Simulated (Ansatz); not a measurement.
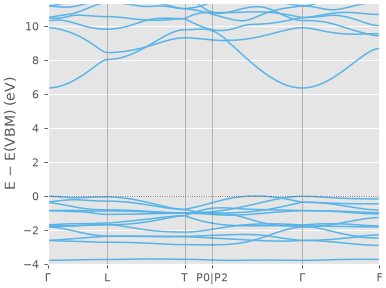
Figure: Band structure from r²SCAN in the plane-wave PAW code Ansatz

**Question.** Read off the gap and where the band edges lie.

**Answer.** About 6.4 eV (6.35 eV by a search for the band edges); maximum on the P2–Γ line, 48 % of the way from P2, minimum at Γ.

**Question.** Which compound is it?
A. Al2O3, corundum
B. SiO2, R32 (Si on 9e, O on 9e, O on 9d)
C. Al2O3, R-3 (Al on 3a, Al on 3b, Al on 6c, O on 18f)
D. MgO, R-3m (Pearson symbol hR16)

**Answer.** B, SiO2, R32 (Si on 9e, O on 9e, O on 9d)

The first step of the workflow began from a Materials Project structure, measured or hypothetical; the Crystallography Open Database copy checked does not list it. It is not the phase usual at ambient conditions (space group No. 92, 152, 154). Symmetry was held in the r²SCAN relaxation; phonons show weakly imaginary modes.

Potentials: the earlier of the program's two PAW sets.
